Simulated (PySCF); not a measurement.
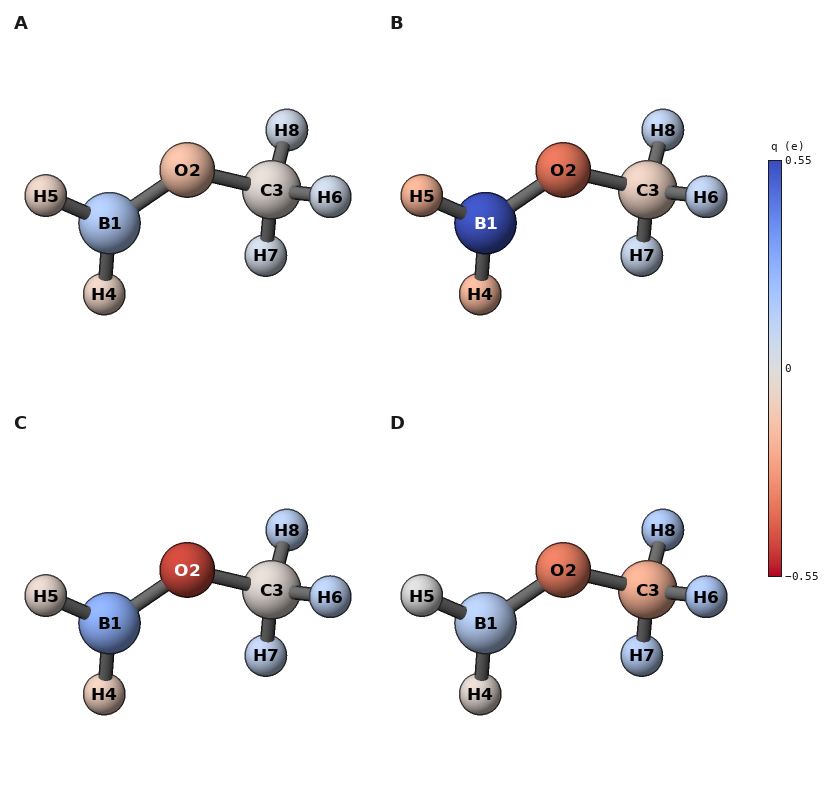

Atomic charges of one calculation by 4 schemes, on one colour scale. Computed geometry: GFN2-xTB optimisation. No frequency run is at hand to confirm it as a minimum. Level of theory: PBE0/pcSseg-1 (PySCF 2.14.0).

**The schemes are ESP-fitted, Hirshfeld, IAO, Mulliken. Which panel shows which?**

A Hirshfeld, B ESP-fitted, C Mulliken, D IAO.

List the charges (e), one line for each set of equivalent atoms.

```csv
atom,Hirshfeld,ESP-fitted,Mulliken,IAO
B1,0.15,0.52,0.27,0.13
O2,−0.15,−0.36,−0.46,−0.34
C3,−0.02,−0.07,−0.02,−0.20
H4,−0.07,−0.17,−0.09,−0.03
H5,−0.07,−0.19,−0.05,0.00
"H6, H8",0.05,0.10,0.12,0.15
H7,0.05,0.08,0.10,0.13
```

The geometry is semi-empirical. Around B such bond lengths and angles can be off by a tenth of an ångström or more and by several degrees, and values that hang on the shape move with them.
